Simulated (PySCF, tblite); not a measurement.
# C₅H₃N₃S: dynamics, then NMR shifts on frames, part 2 of 2

tblite 0.8.0 and PySCF 2.14.0. Atoms count from 0. The steps go on from the part before.

### 4 Nuclear shieldings: 425 fs, PBE0/pcSseg-1

What the job is given:

```
{"job": {"kind": "nmr", "xc": "PBE0", "basis": "pcSseg-1", "pop": false}, "charge": 0, "multiplicity": 1}
N     -4.379700    -0.062500     0.090400
C     -3.373800    -0.421600     0.440800
C     -2.012300    -0.786100     0.704900
C     -1.090700     0.070300     0.232800
C      0.323400    -0.036900     0.423700
C      1.380100     0.610000    -0.228400
N      2.585700     0.140200     0.084500
S      2.378000    -0.961300     1.289800
N      0.779500    -0.897600     1.320200
H     -1.764800    -1.649700     1.219700
H     -1.419800     0.867900    -0.466700
H      1.303600     1.361000    -0.982400
```

Level: GIAO PBE0/pcSseg-1 NMR shielding, non-relativistic, gas phase.

The program printed:

```text
coarse grid: 12104 points
cycle   1  E = -753.9897828114  dE =  1.886e+00  |g| = 4.962e-01  |ddm| = 3.879e+00
cycle   2  E = -753.8657467528  dE =  1.240e-01  |g| = 9.028e-01  |ddm| = 1.383e+00
cycle   3  E = -754.0467850232  dE = -1.810e-01  |g| = 1.452e-01  |ddm| = 8.351e-01
cycle   4  E = -754.0506966889  dE = -3.912e-03  |g| = 6.380e-02  |ddm| = 1.803e-01
cycle   5  E = -754.0516074693  dE = -9.108e-04  |g| = 1.966e-02  |ddm| = 7.429e-02
cycle   6  E = -754.0516825675  dE = -7.510e-05  |g| = 8.539e-03  |ddm| = 2.363e-02
cycle   7  E = -754.0516971726  dE = -1.461e-05  |g| = 3.039e-03  |ddm| = 9.321e-03
cycle   8  E = -754.0516993042  dE = -2.132e-06  |g| = 5.210e-04  |ddm| = 3.116e-03
final grid: 116880 points
cycle   9  E = -754.1032105716  dE = -2.406e-05  |g| = 8.144e-03  |ddm| = 3.696e-02
cycle  10  E = -754.1031901772  dE =  2.039e-05  |g| = 1.211e-02  |ddm| = 1.953e-02
cycle  11  E = -754.1032257594  dE = -3.558e-05  |g| = 1.515e-03  |ddm| = 1.329e-02
cycle  12  E = -754.1032263033  dE = -5.439e-07  |g| = 5.267e-04  |ddm| = 1.823e-03
cycle  13  E = -754.1032263628  dE = -5.945e-08  |g| = 1.674e-04  |ddm| = 5.556e-04
cycle  14  E = -754.1032263678  dE = -5.057e-09  |g| = 7.991e-05  |ddm| = 1.972e-04
cycle  15  E = -754.1032263692  dE = -1.373e-09  |g| = 2.252e-05  |ddm| = 9.284e-05
cycle  16  E = -754.1032263693  dE = -1.210e-10  |g| = 5.931e-06  |ddm| = 2.697e-05
converged SCF energy = -754.1032263693

GIAO shielding tensors (ppm)
atom      isotropic    diamagn.    paramagn.     s11        s22        s33       span
  0 N      -42.995     340.194    -383.189   -195.617   -180.363    246.994    442.611
  1 C       66.082     260.969    -194.888    -49.373    -42.360    289.978    339.351
  2 C       74.826     251.600    -176.774    -29.872     90.007    164.344    194.216
  3 C       36.418     254.497    -218.079    -83.306     45.317    147.243    230.549
  4 C       28.832     251.720    -222.888    -31.349      4.552    113.294    144.643
  5 C       32.123     252.422    -220.299    -48.877     20.478    124.767    173.644
  6 N     -163.600     330.085    -493.685   -451.151   -220.681    181.031    632.182
  7 S      -48.240    1057.642   -1105.883   -252.086     20.209     87.156    339.242
  8 N     -131.470     326.889    -458.360   -420.265   -182.042    207.896    628.160
  9 H       25.846      30.484      -4.637     22.069     26.129     29.341      7.272
 10 H       23.531      32.202      -8.671     20.466     21.704     28.425      7.959
 11 H       23.150      31.678      -8.528     20.387     23.233     25.829      5.442
```

Run time: 54 s. Hardware: 1 thread of Intel Xeon at 2.50GHz, shared host; peak memory 0.88 GiB.

Key values: δ C4 158.1, C5 154.8, C3 150.5, C1 120.8, H11 8.57, H10 8.19 ppm.

### 5 Nuclear shieldings: 625 fs, PBE0/pcSseg-1

What the job is given:

```
{"job": {"kind": "nmr", "xc": "PBE0", "basis": "pcSseg-1", "pop": false}, "charge": 0, "multiplicity": 1}
N     -4.533700    -0.687600     0.763500
C     -3.385900    -0.631000     0.731600
C     -2.037500    -0.830200     0.812800
C     -1.115900    -0.190800     0.065900
C      0.309200    -0.338100     0.295800
C      1.302100     0.555100    -0.220500
N      2.540600     0.298400     0.158000
S      2.530700    -1.081000     1.049600
N      0.938400    -1.280400     0.971600
H     -1.692900    -1.555100     1.501400
H     -1.381600     0.565400    -0.659800
H      0.971600     1.389900    -0.804200
```

With the program's defaults for keys left out, this is: GIAO PBE0/pcSseg-1 NMR shielding, non-relativistic, gas phase.

The program printed:

```text
coarse grid: 12104 points
cycle   1  E = -753.9904747303  dE =  1.860e+00  |g| = 4.778e-01  |ddm| = 3.852e+00
cycle   2  E = -753.8583640324  dE =  1.321e-01  |g| = 9.011e-01  |ddm| = 1.467e+00
cycle   3  E = -754.0439058003  dE = -1.855e-01  |g| = 1.657e-01  |ddm| = 9.357e-01
cycle   4  E = -754.0491522499  dE = -5.246e-03  |g| = 6.827e-02  |ddm| = 1.889e-01
cycle   5  E = -754.0502146280  dE = -1.062e-03  |g| = 1.959e-02  |ddm| = 7.996e-02
cycle   6  E = -754.0502920183  dE = -7.739e-05  |g| = 8.275e-03  |ddm| = 2.227e-02
cycle   7  E = -754.0503050713  dE = -1.305e-05  |g| = 3.351e-03  |ddm| = 8.744e-03
cycle   8  E = -754.0503076553  dE = -2.584e-06  |g| = 5.159e-04  |ddm| = 3.248e-03
final grid: 116880 points
cycle   9  E = -754.1018456398  dE = -2.552e-05  |g| = 8.266e-03  |ddm| = 3.604e-02
cycle  10  E = -754.1018265371  dE =  1.910e-05  |g| = 1.199e-02  |ddm| = 1.920e-02
cycle  11  E = -754.1018612243  dE = -3.469e-05  |g| = 1.527e-03  |ddm| = 1.280e-02
cycle  12  E = -754.1018617934  dE = -5.691e-07  |g| = 5.284e-04  |ddm| = 1.848e-03
cycle  13  E = -754.1018618536  dE = -6.017e-08  |g| = 1.619e-04  |ddm| = 5.342e-04
cycle  14  E = -754.1018618585  dE = -4.886e-09  |g| = 7.845e-05  |ddm| = 1.869e-04
cycle  15  E = -754.1018618597  dE = -1.280e-09  |g| = 2.433e-05  |ddm| = 7.908e-05
cycle  16  E = -754.1018618599  dE = -1.357e-10  |g| = 6.844e-06  |ddm| = 2.451e-05
converged SCF energy = -754.1018618599

GIAO shielding tensors (ppm)
atom      isotropic    diamagn.    paramagn.     s11        s22        s33       span
  0 N      -79.826     338.101    -417.927   -221.554   -213.946    196.023    417.577
  1 C       64.316     254.316    -190.000    -51.956    -50.584    295.489    347.445
  2 C       75.212     251.227    -176.015    -31.741     87.158    170.221    201.962
  3 C       41.736     252.116    -210.380    -80.077     51.040    154.244    234.321
  4 C       23.185     253.410    -230.224    -43.476      3.055    109.976    153.452
  5 C       27.783     254.533    -226.749    -49.863     16.785    116.428    166.291
  6 N     -142.670     329.328    -471.998   -437.659   -193.917    203.567    641.227
  7 S      -21.511    1058.226   -1079.737   -227.615     68.068     95.015    322.630
  8 N     -129.633     327.272    -456.905   -448.441   -161.060    220.603    669.044
  9 H       24.972      29.458      -4.486     20.469     24.917     29.531      9.062
 10 H       24.033      31.462      -7.428     21.438     21.843     28.819      7.381
 11 H       23.259      31.648      -8.388     20.779     22.585     26.413      5.634
```

Run time: 53 s. Hardware: 1 thread of Intel Xeon at 2.50GHz, shared host; peak memory 0.88 GiB.

In short: δ C4 163.7, C5 159.1, C3 145.2, C1 122.6, H11 8.46, H10 7.68 ppm.

### 6 NMR shieldings: 800 fs, PBE0/pcSseg-1

What the job is given:

```
{"job": {"kind": "nmr", "xc": "PBE0", "basis": "pcSseg-1", "pop": false}, "charge": 0, "multiplicity": 1}
N     -4.546100    -0.503600     0.608700
C     -3.423900    -0.747700     0.633200
C     -2.048200    -1.031900     0.684800
C     -1.181000    -0.067100     0.405200
C      0.252000    -0.205600     0.364900
C      1.069800     0.699500    -0.369500
N      2.314700     0.378600    -0.399700
S      2.517100    -0.927500     0.471600
N      0.958100    -1.198300     0.839900
H     -1.734000    -2.004200     0.934800
H     -1.544200     0.902100     0.120400
H      0.742700     1.622700    -0.929600
```

With the program's defaults for keys left out, this is: GIAO PBE0/pcSseg-1 NMR shielding, non-relativistic, gas phase.

The program printed:

```text
coarse grid: 12104 points
cycle   1  E = -753.9984429670  dE =  1.984e+00  |g| = 4.815e-01  |ddm| = 3.864e+00
cycle   2  E = -753.8715474168  dE =  1.269e-01  |g| = 9.017e-01  |ddm| = 1.399e+00
cycle   3  E = -754.0512797194  dE = -1.797e-01  |g| = 1.601e-01  |ddm| = 8.768e-01
cycle   4  E = -754.0563002401  dE = -5.021e-03  |g| = 6.175e-02  |ddm| = 1.850e-01
cycle   5  E = -754.0571616561  dE = -8.614e-04  |g| = 1.719e-02  |ddm| = 7.426e-02
cycle   6  E = -754.0572198944  dE = -5.824e-05  |g| = 7.431e-03  |ddm| = 2.088e-02
cycle   7  E = -754.0572308995  dE = -1.101e-05  |g| = 2.830e-03  |ddm| = 8.233e-03
cycle   8  E = -754.0572327012  dE = -1.802e-06  |g| = 4.964e-04  |ddm| = 2.829e-03
final grid: 116880 points
cycle   9  E = -754.1082535228  dE = -2.187e-05  |g| = 8.136e-03  |ddm| = 3.177e-02
cycle  10  E = -754.1082353343  dE =  1.819e-05  |g| = 1.174e-02  |ddm| = 1.947e-02
cycle  11  E = -754.1082685200  dE = -3.319e-05  |g| = 1.644e-03  |ddm| = 1.315e-02
cycle  12  E = -754.1082691513  dE = -6.313e-07  |g| = 5.202e-04  |ddm| = 1.884e-03
cycle  13  E = -754.1082692084  dE = -5.708e-08  |g| = 1.483e-04  |ddm| = 5.362e-04
cycle  14  E = -754.1082692122  dE = -3.827e-09  |g| = 7.808e-05  |ddm| = 1.787e-04
cycle  15  E = -754.1082692135  dE = -1.291e-09  |g| = 2.016e-05  |ddm| = 7.669e-05
cycle  16  E = -754.1082692136  dE = -9.368e-11  |g| = 7.298e-06  |ddm| = 2.147e-05
converged SCF energy = -754.1082692136

GIAO shielding tensors (ppm)
atom      isotropic    diamagn.    paramagn.     s11        s22        s33       span
  0 N      -58.394     338.891    -397.285   -205.688   -199.496    230.003    435.691
  1 C       63.176     257.644    -194.468    -53.683    -49.196    292.407    346.090
  2 C       77.852     251.158    -173.305    -25.077     91.799    166.835    191.912
  3 C       40.602     253.184    -212.582    -81.800     51.129    152.477    234.277
  4 C       29.026     253.722    -224.696    -35.478      5.239    117.317    152.794
  5 C       32.656     254.656    -222.000    -35.248     25.685    107.530    142.778
  6 N     -104.486     330.598    -435.084   -358.702   -186.996    232.241    590.943
  7 S      -13.434    1057.799   -1071.233   -129.708     33.251     56.154    185.861
  8 N     -113.637     327.110    -440.746   -380.651   -178.013    217.753    598.404
  9 H       25.733      29.401      -3.668     21.827     25.976     29.396      7.569
 10 H       24.130      32.627      -8.497     21.236     21.844     29.309      8.073
 11 H       22.667      30.123      -7.456     18.953     24.030     25.019      6.066
```

It took 53 s on 1 thread of Intel Xeon at 2.50GHz, shared host; peak memory 0.88 GiB.

This run: δ C4 157.9, C5 154.3, C3 146.3, C1 123.7, H11 9.05, H10 7.59 ppm.

### 7 Nuclear shieldings: 1000 fs, PBE0/pcSseg-1

What the job is given:

```
{"job": {"kind": "nmr", "xc": "PBE0", "basis": "pcSseg-1", "pop": false}, "charge": 0, "multiplicity": 1}
N     -4.393500    -1.190000     1.294900
C     -3.275700    -1.110100     1.061700
C     -1.889300    -1.075700     0.805700
C     -1.102000    -0.111300     0.279900
C      0.293500    -0.277800     0.186900
C      1.177700     0.817400    -0.038000
N      2.399900     0.513800     0.010100
S      2.543400    -1.095400     0.182700
N      0.984700    -1.373500     0.334900
H     -1.374700    -1.991600     1.104600
H     -1.454200     0.879000    -0.041300
H      0.839000     1.860300    -0.194300
```

Method: GIAO PBE0/pcSseg-1 NMR shielding, non-relativistic, gas phase.

The program printed:

```text
coarse grid: 12104 points
cycle   1  E = -753.9916652899  dE =  2.007e+00  |g| = 4.909e-01  |ddm| = 3.876e+00
cycle   2  E = -753.8562381410  dE =  1.354e-01  |g| = 9.237e-01  |ddm| = 1.482e+00
cycle   3  E = -754.0473601776  dE = -1.911e-01  |g| = 1.606e-01  |ddm| = 9.368e-01
cycle   4  E = -754.0523136563  dE = -4.953e-03  |g| = 6.411e-02  |ddm| = 1.876e-01
cycle   5  E = -754.0532627429  dE = -9.491e-04  |g| = 1.611e-02  |ddm| = 7.679e-02
cycle   6  E = -754.0533169439  dE = -5.420e-05  |g| = 6.558e-03  |ddm| = 1.947e-02
cycle   7  E = -754.0533252416  dE = -8.298e-06  |g| = 2.634e-03  |ddm| = 7.096e-03
final grid: 116880 points
cycle   8  E = -754.1042002070  dE = -1.595e-05  |g| = 9.559e-03  |ddm| = 3.368e-02
cycle   9  E = -754.1041630784  dE =  3.713e-05  |g| = 1.584e-02  |ddm| = 2.324e-02
cycle  10  E = -754.1042199165  dE = -5.684e-05  |g| = 2.509e-03  |ddm| = 1.546e-02
cycle  11  E = -754.1042212693  dE = -1.353e-06  |g| = 4.777e-04  |ddm| = 2.520e-03
cycle  12  E = -754.1042213233  dE = -5.403e-08  |g| = 9.242e-05  |ddm| = 5.808e-04
cycle  13  E = -754.1042213247  dE = -1.394e-09  |g| = 5.027e-05  |ddm| = 1.124e-04
cycle  14  E = -754.1042213252  dE = -4.231e-10  |g| = 2.315e-05  |ddm| = 5.431e-05
converged SCF energy = -754.1042213252

GIAO shielding tensors (ppm)
atom      isotropic    diamagn.    paramagn.     s11        s22        s33       span
  0 N      -67.623     338.786    -406.410   -208.708   -204.533    210.371    419.078
  1 C       66.417     256.436    -190.019    -47.702    -46.712    293.664    341.366
  2 C       73.217     252.269    -179.052    -23.950     78.763    164.838    188.789
  3 C       44.881     251.357    -206.476    -71.807     51.259    155.191    226.999
  4 C       28.865     254.791    -225.926    -27.353      6.307    107.641    134.994
  5 C       35.344     254.109    -218.765    -38.731     29.631    115.131    153.862
  6 N     -112.499     330.252    -442.751   -377.704   -176.247    216.453    594.158
  7 S       -1.338    1058.167   -1059.505   -154.289     50.470     99.807    254.096
  8 N      -95.897     327.815    -423.712   -375.619   -150.226    238.154    613.772
  9 H       24.582      28.634      -4.052     19.210     25.240     29.295     10.085
 10 H       23.925      30.553      -6.628     21.324     22.089     28.362      7.038
 11 H       23.059      30.264      -7.205     19.933     24.029     25.216      5.283
```

It took 53 s on 1 thread of Intel Xeon at 2.50GHz, shared host; peak memory 0.88 GiB.

This run: δ C4 158.1, C5 151.6, C3 142.0, C1 120.5, H11 8.66, H10 7.79 ppm.

### 8 Run by run: NMR shifts

Shifts (ppm) of some atoms, chosen among heavy atoms and hydrogens apart, with basis size and wall time:

```
  frame     C3   H10    H9     N6     N8     N0   S7  functions  time
 250 fs  148.9  8.05  7.17  421.4  397.7  326.2  569        175  74 s
 425 fs  150.5  8.19  5.87  431.3  399.2  310.7  552        175  54 s
 625 fs  145.2  7.68  6.74  410.4  397.4  347.6  525        175  53 s
 800 fs  146.3  7.59  5.98  372.2  381.4  326.1  517        175  53 s
1000 fs  142.0  7.79  7.14  380.2  363.6  335.4  505        175  53 s
```

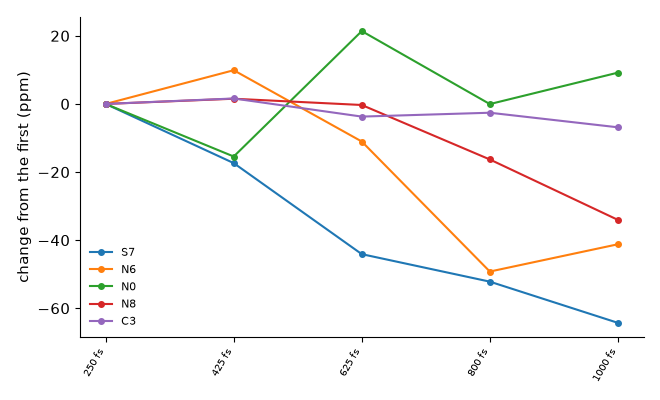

How five of the tabulated atoms move from run to run.

### 9 Summary of results

What follows sums up all 2 parts.

| quantity | value |
| --- | --- |
| thermostat | 200 K |
| mean temperature, second half | 209 K |
| mean potential energy above the minimum | 0.29 eV |
| 13C shifts against TMS (PBE0/pcSseg-1, 250 fs) | 160.3, 154.6, 148.9, 127.7, 108.9 ppm |
| 1H shifts against TMS (PBE0/pcSseg-1, 250 fs) | 8.82, 8.05, 7.17 ppm |
| 15N shifts against NH3 (PBE0/pcSseg-1, 250 fs) | 421.4, 397.7, 326.2 ppm |
| 33S shifts against CS2 (PBE0/pcSseg-1, 250 fs) | 569 ppm |
| surface potential, 1st and 99th percentile | -1.70 V and 1.68 V |
| range of the shift of S7 | 505 to 569 ppm |

**Reading.** In the second half the potential energy averages 0.29 eV above the minimum; equipartition over 30 harmonic modes at 200 K would give 0.26 eV. With 12 atoms the temperature swings widely (112 to 322 K). Shifts at one fixed geometry are not the observed spectrum, which averages over the motion. NICS(1)zz of -32 ppm above the planar ring from C4 marks a diatropic (aromatic) ring current. At PBE0/pcSseg-1, counted by nearest atom on the grid, the HOMO lies on S7 20 %; C2 18 %, the LUMO on N8 22 %; S7 17 %. In ppm, S7 moves most: its shift spreads over 64 ppm, from 505 (1000 fs) to 569 (250 fs).
